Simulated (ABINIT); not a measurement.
# LiHF2 (R-3m): G0W0 with ABINIT, start to end, part 3 of 3

Aim: the G0W0 gap of LiHF2 (R-3m) on LDA, step by step.

ABINIT 10.8.3; LDA and many-body steps on it, plane waves. Known limits of the many-body steps: not at the basis limit.

So far. Step 4 (Empty states on the mesh, 4×4×4 mesh, 34 bands): On this mesh the gap is 8.102 eV. Step 5 (Screening, 4×4×4 mesh, 30 bands, screening to 106.1 eV): Local fields lower ε∞ by 4 %.

## (6) Self-energy, 4×4×4 mesh, 30 bands, screening to 106.1 eV

The self-energy is evaluated for the states that the input lists, and the levels follow from it, in one-shot runs by the linearised quasiparticle equation.

This step: G0W0 on LDA, plane waves, norm-conserving pseudopotentials.

run.abi reads:

```
acell 3*1.0 Angstrom
rprim 
  1.466983587415 0.846963369091 4.366688724100
  -1.466983587415 0.846963369091 4.366688724100
  -0.000000000000 -1.693926738182 4.366688724100
ntypat 3
znucl 3 1 9
natom 4
typat 1 2 3 3
xred 
  0.000000000000 0.000000000000 0.000000000000
  0.500000000000 0.500000000000 0.500000000000
  0.413301880000 0.413301880000 0.413301880000
  0.586698120000 0.586698120000 0.586698120000
pp_dirpath "pseudos"
pseudos "Li.upf, H.upf, F.upf"
ecut 36
ngkpt 4 4 4
nshiftk 1
shiftk 0 0 0
kptopt 1
chksymbreak 0
istwfk *1
occopt 1
irdwfk 1
optdriver 4
nband 30
gwcalctyp 0
ecutsigx 36
symsigma 1
nkptgw 2
kptgw 
  0.5000000000 0.5000000000 0.5000000000
  0.0000000000 0.0000000000 0.0000000000
bdgw 
  8 11
  8 11
ecuteps 3.9
irdscr 1
ppmodel 1
indata_prefix "in"
outdata_prefix "out"
tmpdata_prefix "tmp"
```

Started as:

```console
> OMP_NUM_THREADS=1 mpirun -n 4 abinit run.abi > log
```

Numbers of over 12 decimals in the logs are rounded to 6 here.

Log:

```text
.Version 10.8.3 of ABINIT. v10.8.2 released Aug 2026.

 Symmetries : space group R-3 m (#166); Bravais hR (rhombohedral)
[... echo of the input left out ...]
== DATASET  1 ==================================================================
-   mpi_nproc: 4, omp_nthreads: 1 (-1 if OMP is not activated)

--- !DatasetInfo
iteration_state: {dtset: 1, }
dimensions: {natom: 4, nkpt: 13, mband: 30, nsppol: 1, nspinor: 1, nspden: 1, mpw: 2290, }
cutoff_energies: {ecut:  36.0, pawecutdg:  -1.0, }
electrons: {nelect:   1.80000000E+01, charge:   0.00000000E+00, occopt:   1.00000000E+00, tsmear:   1.00000000E-02, }

 SIGMA: Calculation of the GW corrections

 Based on a program developped by R.W. Godby, V. Olevano, G. Onida, and L. Reining.
 Incorporated in ABINIT by V. Olevano, G.-M. Rignanese, and M. Torrent.
.Using double precision arithmetic ; gwpc =  8

[... cell and pseudopotentials left out ...]
--------------------------------------------------------------------------------

 ==== K-mesh for the wavefunctions ====
 Number of points in the irreducible wedge :    13
[... list of points left out ...]
 Together with 12 symmetry operations and time-reversal symmetry
 yields    64 points in the full Brillouin Zone.

 ==== Q-mesh for screening function ====
 Number of points in the irreducible wedge :    13
[... list of points left out ...]
 Together with 12 symmetry operations and time-reversal symmetry
 yields    64 points in the full Brillouin Zone.

 vcoul_init : cutoff-mode = AUXILIARY_FUNCTION
 q-points for optical limit:   1
     1)      0.000010    0.000020    0.000030
 setmesh: FFT mesh size selected  =    48x   48x   48
          total number of points  =       110592

 Number of electrons calculated from density =   18.0000; Expected =   18.0000
 average of density, n =  0.081937
 r_s =    1.4283
 omega_plasma =   27.6119 [eV]

 === KS Band Gaps ===
  >>>> For spin  1
   Minimum direct gap =   8.3056 [eV], located at k-point      :   0.0000  0.0000  0.0000
   Fundamental gap    =   8.1022 [eV], Top of valence bands at :   0.5000  0.5000  0.5000
                                       Bottom of conduction at :   0.0000  0.0000  0.0000
 SIGMA fundamental parameters:
 PLASMON POLE MODEL  1
 number of plane-waves for SigmaX                 2267
 number of plane-waves for SigmaC and W             85
 number of plane-waves for wavefunctions          2267
 number of bands                                    30
 number of independent spin polarizations            1
 number of spinorial components                      1
 number of k-points in IBZ                          13
 number of q-points in IBZ                          13
 number of symmetry operations                      12
 number of k-points in BZ                           64
 number of q-points in BZ                           64
 number of frequencies for dSigma/dE                 9
 frequency step for dSigma/dE [eV]                0.25
 number of omega for Sigma on real axis              0
 max omega for Sigma on real axis  [eV]           0.00
 zcut for avoiding poles [eV]                     0.10

 EPSILON^-1 parameters (SCR file):
 dimension of the eps^-1 matrix on file             85
 dimension of the eps^-1 matrix used                85
 number of plane-waves for wavefunctions          2267
 number of bands                                    30
 number of q-points in IBZ                          13
 number of frequencies                               2
 number of real frequencies                          1
 number of imag frequencies                          1

 matrix elements of self-energy operator (all in [eV])

 Perturbative Calculation

--- !SelfEnergy_ee
iteration_state: {dtset: 1, }
kpoint     : [   0.500,    0.500,    0.500, ]
spin       : 1
KS_gap     :    8.980
QP_gap     :   14.013
Delta_QP_KS:    5.033
data: !SigmaeeData |
     Band     E0 <VxcDFT>   SigX SigC(E0)      Z dSigC/dE  Sig(E)    E-E0       E
        8  -2.764 -22.870 -31.005   4.977   0.833  -0.201 -25.499  -2.629  -5.392
        9  -2.764 -22.870 -31.005   4.977   0.833  -0.201 -25.499  -2.629  -5.392
       10   6.216 -10.500  -5.353  -2.474   0.900  -0.112  -8.096   2.404   8.621
       11   9.482 -12.487  -6.738  -2.677   0.891  -0.123  -9.751   2.736  12.218

--- !SelfEnergy_ee
iteration_state: {dtset: 1, }
kpoint     : [   0.000,    0.000,    0.000, ]
spin       : 1
KS_gap     :    8.306
QP_gap     :   13.252
Delta_QP_KS:    4.947
data: !SigmaeeData |
     Band     E0 <VxcDFT>   SigX SigC(E0)      Z dSigC/dE  Sig(E)    E-E0       E
        8  -2.967 -22.668 -30.855   4.978   0.832  -0.202 -25.338  -2.671  -5.638
        9  -2.967 -22.668 -30.855   4.978   0.832  -0.202 -25.338  -2.671  -5.638
       10   5.338 -11.080  -6.071  -2.480   0.900  -0.111  -8.804   2.276   7.615
       11  10.038  -9.600  -3.792  -2.771   0.902  -0.109  -6.861   2.739  12.777

== END DATASET(S) ==============================================================
================================================================================

 -outvars: echo values of variables after computation  --------
           etotal      0.0000000000E+00
            nband          30
             nkpt          13
          spgroup         166
 [... the other variables as echoed above ...]

 Calculation completed.
```

It took 3.1 s on 4 MPI ranks of Intel Xeon Platinum 8488C (Sapphire Rapids), shared host; peak memory 0.37 GiB.

Numbers from this step:

```
G0W0 gap on the points computed              : 13.01 eV
starting gap on the mesh                     : 8.102 eV
k of the valence top                         : 0.5, 0.5, 0.5
k of the conduction bottom                   : 0, 0, 0
Z at the valence top                         : 0.833
Z at the conduction bottom                   : 0.9
least direct G0W0 gap on the computed points : 13.25 eV
```

The gap on the mesh goes from 8.10 eV to 13.01 eV, a correction of +4.90 eV.

Limits: finite bands, cutoff and mesh. v1 is the top filled band, c1 the lowest empty one. Levels before and after the correction, in eV, zero at the valence-band top of each column:

```
           conduction bottom  valence top
Kohn-Sham               8.10         0.00
     G0W0              13.01         0.00
```

```
                         level  energy (eV)
Kohn-Sham  (0.5 0.5 0.5) v2-v1        0.000
Kohn-Sham     (0.5 0.5 0.5) c1        8.980
Kohn-Sham     (0.5 0.5 0.5) c2       12.245
Kohn-Sham              Γ v2-v1       -0.203
Kohn-Sham                 Γ c1        8.102
Kohn-Sham                 Γ c2       12.802
     G0W0  (0.5 0.5 0.5) v2-v1        0.000
     G0W0     (0.5 0.5 0.5) c1       14.013
     G0W0     (0.5 0.5 0.5) c2       17.610
     G0W0              Γ v2-v1       -0.246
     G0W0                 Γ c1       13.007
     G0W0                 Γ c2       18.169
```

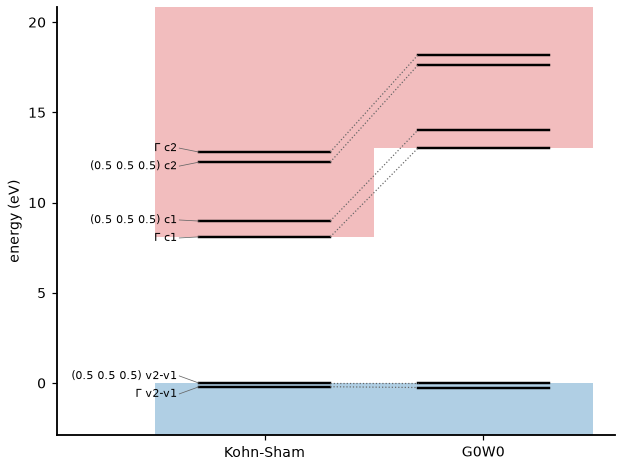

Levels before and after the correction. Shaded: valence and conduction bands.

## (7) Where the time went

Times are wall times on 4 MPI ranks of Intel Xeon Platinum 8488C (Sapphire Rapids), shared host, good to a factor of about two.

```
                          step   time  share  memory (GiB)
                  ground state   25 s   45 %          0.39
bands along the symmetry lines   10 s   18 %          0.33
      empty states on the mesh  6.5 s   12 %          0.32
                     screening   11 s   20 %          0.73
                   self-energy  3.1 s    5 %          0.37
```

## (8) What came out

| Item | Value |
| --- | --- |
| LDA gap | 8.10 eV, indirect |
| G0W0 gap on the mesh | 13.01 eV |
| GW settings | 4×4×4 mesh, 30 bands, screening to 106.1 eV, Godby-Needs plasmon pole |
| known limits | not at the basis limit |

What this shows: G0W0 moves the gap on the mesh from 8.10 eV to 13.01 eV (+4.90 eV), with Z of 0.83 and 0.90 at the edges. Local fields lower the RPA ε∞ on this mesh from 1.97 to 1.89. Only 2 of the mesh's irreducible points were corrected, so a valley elsewhere could overtake. The dearest step here is «ground state». Bands and cutoff are finite, so the gap is not at the basis limit. The miss can reach some tenths of an eV and take either sign; the mesh is an error of its own. In the G0W0 run levels were corrected at 2 k points alone, so a gap called «on the mesh» is the least over those, and an edge elsewhere would be missed.

[Paths, hosts, dates, memory and timing lines, banners, echoed tables and standing remarks are left out of the program output.]

[Logs are printed without paths, hosts, clocks, repeated set-up lines and the standing remarks that a program may print on its own settings, such as how far it seeks lower states.]

[Runs of the session that timed out or met a known fault of the program may be left out.]

[Hosts, paths, dates, database ids (printed as entryN), source tags and the programs' standing remarks are cut or masked in the printed files.]

[G0W0 gaps are taken among the corrected bands and points alone; a level outside them can change the order at an edge.]

[Where Ansatz stands beside ABINIT at settings called matched, ABINIT's density can come from a denser mesh and the files from another edition; pairs whose starting gaps differed by over 0.03 eV were left out, so agreement reads better than it is.]
